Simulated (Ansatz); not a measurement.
**SiH$_{4}$OF$_{4}$: geometry relaxation (part 2 of 2)**

The same run, continued: SiH$_{4}$OF$_{4}$; RKS B3LYP/def2-SVP (Ansatz 0.2.0). The input holds or restrains some coordinates. It belongs to a series of runs on one base structure; here: pulled along the bonds that form and break, towards end B.

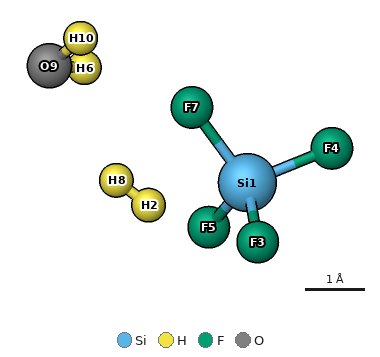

Figure 1. The geometry at step 14 of the log (ball-and-stick view, seen at a tilt; atoms are numbered from 1 in the order of the input).

**Trajectory as extended XYZ, continued**
```
10
Properties=species:S:1:pos:R:3:forces:R:3 step=8 energy=-20850.65624
Si   -0.7552    1.1195   -1.1125    0.0844  -0.0414   1.2701
H     0.3766   -1.3390   -0.7166   -0.2243   0.0056  -2.0813
F    -0.3272    0.0395   -2.1937   -0.0202   0.0253  -0.0971
F     0.0638    2.4568   -1.3730   -0.0114   0.0264  -0.0255
F    -2.3186    1.3784   -1.2325    0.0109   0.0160  -0.0097
H     0.2760   -0.5849    2.0642    0.0760  -0.0912  -0.0248
F    -0.4463    0.6615    0.4264   -0.3136   0.5208  -1.2161
H     0.5027   -1.4582   -0.0317    0.4565  -0.5487   2.0738
O     0.8854   -1.3262    2.2025   -0.0840   0.0675   0.1084
H     1.7428   -0.9475    1.9669    0.0257   0.0197   0.0022
10
Properties=species:S:1:pos:R:3:forces:R:3 step=9 energy=-20850.66447
Si   -0.7621    1.1362   -1.1101    0.0756   0.1977   1.1761
H     0.3958   -1.3048   -0.6809   -0.4237   0.4193  -2.1773
F    -0.3495    0.0336   -2.1752    0.0066  -0.0332   0.0062
F     0.0282    2.4757   -1.4443    0.0145  -0.0138   0.0163
F    -2.3290    1.3828   -1.2143    0.0020  -0.0350   0.0378
H     0.2680   -0.6085    2.0023    0.0279  -0.0471  -0.0203
F    -0.4167    0.7511    0.4424   -0.2992   0.3078  -1.3240
H     0.5727   -1.5378   -0.0419    0.6008  -0.8383   2.1661
O     0.8591   -1.3482    2.2057    0.0026   0.0518   0.1019
H     1.7336   -0.9802    2.0165   -0.0072  -0.0092   0.0171
10
Properties=species:S:1:pos:R:3:forces:R:3 step=10 energy=-20850.67199 accepted=F
Si   -0.7719    1.1574   -1.1325    0.0835   0.1885   1.1789
H     0.4080   -1.2580   -0.6378   -0.2029   0.4182  -1.7510
F    -0.3583    0.0428   -2.1856    0.0231  -0.0183   0.0363
F     0.0016    2.5010   -1.4874    0.0086  -0.0177   0.0013
F    -2.3426    1.3832   -1.2167   -0.0081  -0.0236   0.0123
H     0.2960   -0.6824    1.8697    0.5044  -0.4301   0.3021
F    -0.4071    0.7905    0.4198   -0.2899   0.2706  -1.2955
H     0.5172   -1.5560   -0.0007    0.4068  -0.8500   1.6926
O     0.8841   -1.3790    2.2348   -0.2784   0.4973  -0.1580
H     1.7732   -0.9997    2.1365   -0.2471  -0.0348  -0.0190
10
Properties=species:S:1:pos:R:3:forces:R:3 step=11 energy=-20850.67443
Si   -0.7674    1.1508   -1.1244    0.0955   0.1396   1.1710
H     0.3732   -1.2891   -0.6508   -0.4756   0.4233  -2.0050
F    -0.3537    0.0388   -2.1802    0.0050   0.0008   0.0128
F     0.0155    2.4927   -1.4664   -0.0110  -0.0276   0.0007
F    -2.3374    1.3811   -1.2121    0.0008  -0.0068   0.0046
H     0.2819   -0.6407    1.9356    0.1655  -0.1765   0.0728
F    -0.4103    0.7682    0.4248   -0.2838   0.3057  -1.2611
H     0.5826   -1.5403   -0.0255    0.6526  -0.8494   1.9696
O     0.8654   -1.3640    2.2227   -0.0704   0.2127   0.0151
H     1.7501   -0.9975    2.0762   -0.0784  -0.0218   0.0195
10
Properties=species:S:1:pos:R:3:forces:R:3 step=12 energy=-20850.67223
Si   -0.7587    1.1557   -1.1264    0.1544   0.1246   1.1780
H     0.3595   -1.2951   -0.6533   -0.4617   0.4592  -2.1069
F    -0.3223    0.0534   -2.1832    0.0090  -0.0009   0.0017
F    -0.0194    2.5176   -1.4828   -0.0044   0.0049  -0.0075
F    -2.3349    1.3382   -1.1950   -0.0328  -0.0038   0.0037
H     0.2937   -0.6287    1.9342    0.0580  -0.0774   0.0323
F    -0.3677    0.7908    0.4188   -0.3072   0.2914  -1.2509
H     0.5492   -1.5468   -0.0242    0.6317  -0.8893   2.0775
O     0.8537   -1.3666    2.2213   -0.0431   0.1037   0.0648
H     1.7469   -1.0186    2.0908   -0.0039  -0.0124   0.0073
10
Properties=species:S:1:pos:R:3:forces:R:3 step=13 energy=-20850.66287
Si   -0.7313    1.1716   -1.1321    0.1010   0.3410   1.1825
H     0.3051   -1.3150   -0.6478   -0.4882   0.5463  -2.2628
F    -0.2300    0.0967   -2.1911   -0.0140   0.0718   0.0446
F    -0.1225    2.5942   -1.5346   -0.1681  -0.2946   0.0868
F    -2.3287    1.2134   -1.1436    0.3846  -0.0097   0.0170
H     0.3166   -0.5965    1.9316   -0.0352   0.0167  -0.0083
F    -0.2407    0.8619    0.4029   -0.4414   0.2916  -1.4073
H     0.4812   -1.5727   -0.0207    0.6167  -0.9608   2.2402
O     0.8168   -1.3724    2.2204    0.0494   0.0338   0.1011
H     1.7336   -1.0812    2.1152   -0.0047  -0.0361   0.0063
10
Properties=species:S:1:pos:R:3:forces:R:3 step=14 energy=-20850.66658 accepted=F
Si   -0.6978    1.1816   -1.1351    0.0258   0.4771   1.1495
H     0.2634   -1.3398   -0.6631   -0.2478   0.4268  -2.2055
F    -0.1226    0.1468   -2.2013   -0.0600   0.1903   0.0946
F    -0.2368    2.6614   -1.5684   -0.2818  -0.6732   0.2058
F    -2.3016    1.0673   -1.0890    0.8090   0.0804  -0.0113
H     0.3505   -0.5494    1.9304    0.0009  -0.0684   0.0300
F    -0.1127    0.9239    0.3818   -0.5827   0.3063  -1.5119
H     0.3552   -1.5735   -0.0058    0.3473  -0.8303   2.1933
O     0.7801   -1.3681    2.2223    0.1825   0.1905   0.0401
H     1.7224   -1.1503    2.1283   -0.1931  -0.0996   0.0153
10
Properties=species:S:1:pos:R:3:forces:R:3 step=15 energy=-20850.67714
Si   -0.7125    1.1748   -1.1344    0.2217   0.2041   1.1732
H     0.2643   -1.3341   -0.6495   -0.4327   0.4769  -2.2940
F    -0.1696    0.1301   -2.2031   -0.0050   0.0671   0.0382
F    -0.1793    2.6235   -1.5353   -0.1051  -0.1604   0.0447
F    -2.3056    1.1404   -1.1240    0.2212   0.0021   0.0072
H     0.3309   -0.5716    1.9362   -0.0274   0.0068  -0.0012
F    -0.1838    0.8796    0.3887   -0.4455   0.2863  -1.3263
H     0.4180   -1.5718   -0.0083    0.5408  -0.8941   2.2664
O     0.8058   -1.3643    2.2234    0.0623   0.0569   0.0857
H     1.7317   -1.1067    2.1064   -0.0302  -0.0457   0.0062
10
Properties=species:S:1:pos:R:3:forces:R:3 step=16 energy=-20850.69844
Si   -0.6880    1.1803   -1.1287    0.3063   0.1835   1.1102
H     0.1974   -1.3637   -0.6479   -0.4999   0.4328  -2.2154
F    -0.0889    0.1645   -2.1962   -0.0098   0.0870   0.0476
F    -0.2527    2.6563   -1.5440   -0.0816  -0.1244   0.0318
F    -2.2737    1.0502   -1.0982    0.1459   0.0004   0.0042
H     0.3453   -0.5285    1.9407    0.0227  -0.0596   0.0116
F    -0.1188    0.9277    0.3854   -0.4410   0.2178  -1.2593
H     0.3779   -1.5934   -0.0087    0.5638  -0.8120   2.1959
O     0.7815   -1.3489    2.2164    0.1184   0.1227   0.0526
H     1.7200   -1.1446    2.0813   -0.1248  -0.0482   0.0208
10
Properties=species:S:1:pos:R:3:forces:R:3 step=17 energy=-20850.74825
Si   -0.6581    1.1785   -1.1268    0.3303   0.2252   1.0515
H     0.1818   -1.3850   -0.6713   -0.1171   0.1097  -1.5704
F    -0.0037    0.2089   -2.2064   -0.0160   0.1163   0.0644
F    -0.3375    2.6851   -1.5454   -0.0872  -0.2148   0.0536
F    -2.2314    0.9413   -1.0660    0.1993   0.0098  -0.0027
H     0.3630   -0.5010    1.9389    0.0939  -0.1293   0.0563
F    -0.0368    0.9609    0.3718   -0.4709   0.2036  -1.2181
H     0.2366   -1.5742    0.0205    0.1749  -0.4797   1.5480
O     0.7699   -1.3363    2.2216    0.1493   0.2089  -0.0057
H     1.7163   -1.1783    2.0631   -0.2565  -0.0498   0.0232
10
Properties=species:S:1:pos:R:3:forces:R:3 step=18 energy=-20850.75848
Si   -0.6068    1.1765   -1.1152    0.4098   0.1306   1.0559
H     0.0539   -1.4339   -0.6688   -0.2990   0.1645  -2.2176
F     0.1302    0.2849   -2.2077   -0.0104   0.0838   0.0606
F    -0.4696    2.7069   -1.5382   -0.0548  -0.1269   0.0344
F    -2.1417    0.7708   -1.0124    0.1690   0.0281  -0.0037
H     0.3874   -0.4348    1.9498    0.0366  -0.0679   0.0207
F     0.0874    1.0247    0.3594   -0.5189   0.1432  -1.1675
H     0.1477   -1.5692    0.0184    0.3055  -0.4524   2.1797
O     0.7320   -1.3060    2.1998    0.0525   0.1248   0.0286
H     1.6796   -1.2200    2.0151   -0.0902  -0.0277   0.0090
10
Properties=species:S:1:pos:R:3:forces:R:3 step=19 energy=-20850.78114
Si   -0.5552    1.1696   -1.1004    0.5121   0.1488   1.0768
H    -0.0819   -1.4831   -0.6728   -0.4762   0.0476  -2.3851
F     0.2606    0.3640   -2.2010    0.0008   0.0294   0.0304
F    -0.6000    2.7041   -1.5233   -0.0269  -0.0702   0.0197
F    -2.0350    0.6082   -0.9657    0.0861   0.0147  -0.0018
H     0.4193   -0.3688    1.9533    0.0280  -0.0509   0.0050
F     0.1955    1.0930    0.3527   -0.5681   0.0616  -1.1246
H     0.0558   -1.5576    0.0136    0.4639  -0.2635   2.3447
O     0.6973   -1.2706    2.1745    0.0294   0.0942   0.0285
H     1.6436   -1.2589    1.9693   -0.0491  -0.0117   0.0064
```

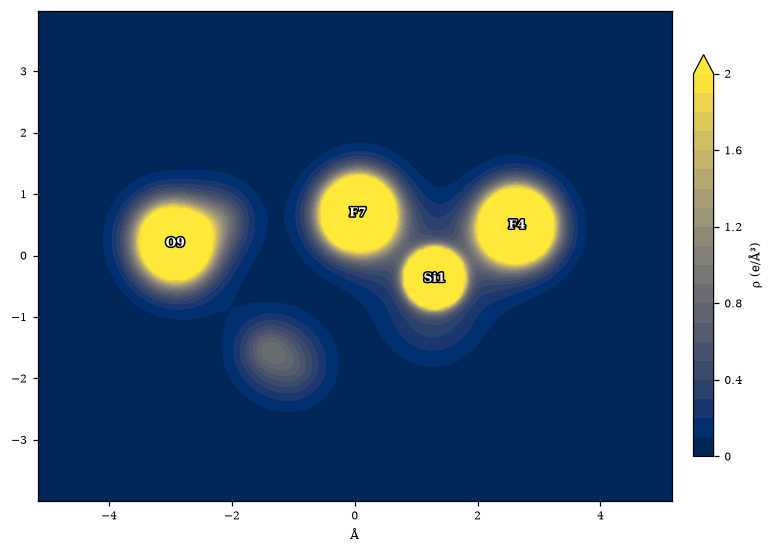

Figure 2. Electron density on the plane of atoms F4, Si1 and F7. The section cuts through Si, F and O sites. Si–F (1.59 Å): ρ is about 1.1 e/Å³ halfway. Si–F (1.64 Å): ρ at the midpoint is about 0.99 e/Å³.

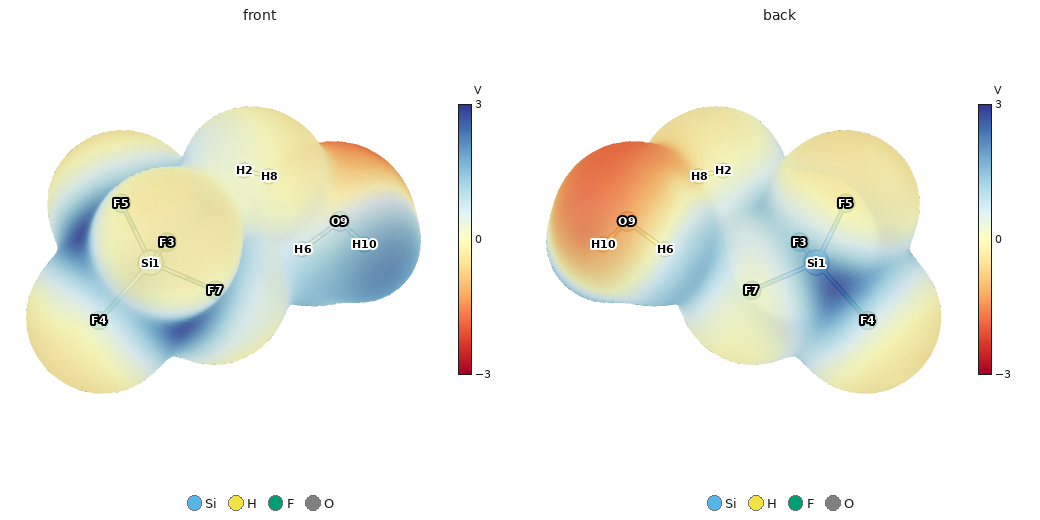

Figure 3. The molecular electrostatic potential painted on the density surface at 0.002 e/bohr³, seen at a tilt and from behind; red is negative and blue positive.

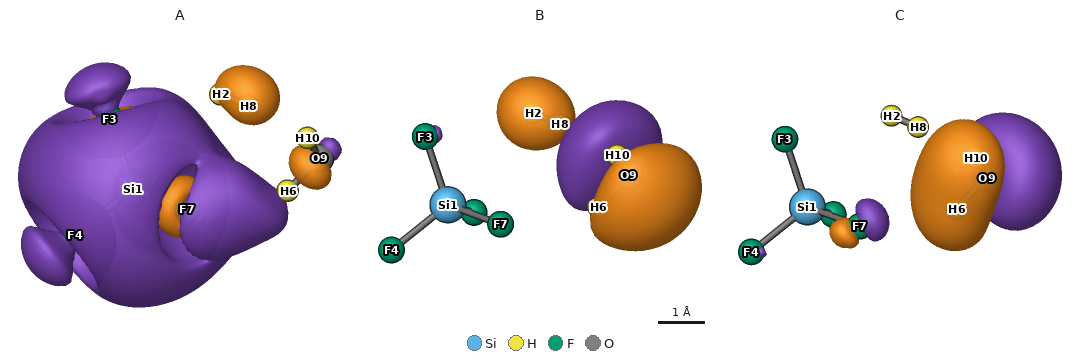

Figure 4. Three frontier orbitals at ±0.06 Å⁻³ᐟ² (orange and purple are the two phases). C is the HOMO−1 (−10.24 eV). B is the HOMO (−8.17 eV). A is the LUMO (−0.21 eV). Its weight (Hirshfeld) is mainly on Si1 (45 %), F7 (10 %), F5 (10 %), F4 (10 %) and F3 (10 %). The HOMO–LUMO gap is 7.96 eV between the orbital energies.

The run was set up as follows.

**Input file**
```yaml
crystal:
  periodic: [false, false, false]
  atoms:
    - { symbol: Si, position_ang: [-0.56, 0.6664, -1.0536] }
    - { symbol: H, position_ang: [0.2578, -0.9376, -0.5519] }
    - { symbol: F, position_ang: [-0.4823, 0.2805, -2.6018] }
    - { symbol: F, position_ang: [0.4313, 1.8943, -1.0161] }
    - { symbol: F, position_ang: [-2.1117, 0.8674, -0.9015] }
    - { symbol: H, position_ang: [0.0401, -0.1291, 1.516] }
    - { symbol: F, position_ang: [-0.5031, 0.7786, 0.9415] }
    - { symbol: H, position_ang: [0.5809, -1.2718, 0.317] }
    - { symbol: O, position_ang: [0.7195, -1.2023, 1.5842] }
    - { symbol: H, position_ang: [1.6275, -0.9465, 1.7663] }
basis:
  gaussian: { orbitals: def2-SVP }
hamiltonian:
  xc: b3lyp
relax:
  f_tol: 0.15
  max_steps: 25
  restrain:
    - { distance: [0, 6], at: 1.68, k: 30.0 }
    - { distance: [5, 8], at: 0.97, k: 30.0 }
    - { distance: [7, 1], at: 0.62, k: 30.0 }
    - { distance: [0, 1], at: 2.72, k: 30.0 }
    - { distance: [5, 6], at: 2.18, k: 30.0 }
    - { distance: [7, 8], at: 2.27, k: 30.0 }
output:
  orbitals: {}
```

Launched with:
```bash
ansatz run input.yaml --threads 2 --pin off --max-ram 3072MiB --backend cpu --events-out ev --progress --plain --runs-dir out
```

**Summary**

```csv
quantity,value
outcome,converged under the restraints of the input
total energy,−20850.7814 eV
mean-field energy,−20850.7814 eV
"largest force (length of the vector) at the end, held atoms and coordinates included",2.433 eV/Å
hardware,"2 threads of Arm Neoverse V1, 24 GiB of memory available, shared host"
wall time,52 s (CPU time 1.7 min)
peak memory,0.24 GiB
```
